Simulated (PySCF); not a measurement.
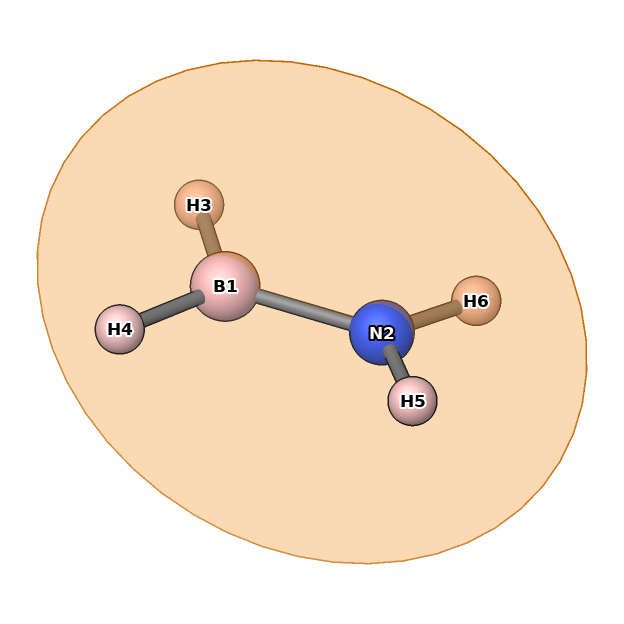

A disc through the centre of mass is drawn in. Distant atoms are faded towards the background colour. Computed geometry: PBE0-D4/def2-TZVP optimisation. No frequency run is at hand to confirm it as a minimum.

Is the plane of the disc a mirror plane of the structure?

Yes. The reflection leaves B1, N2 in place and moves H3 ↔ H4; H5 ↔ H6. The point group is C2v.
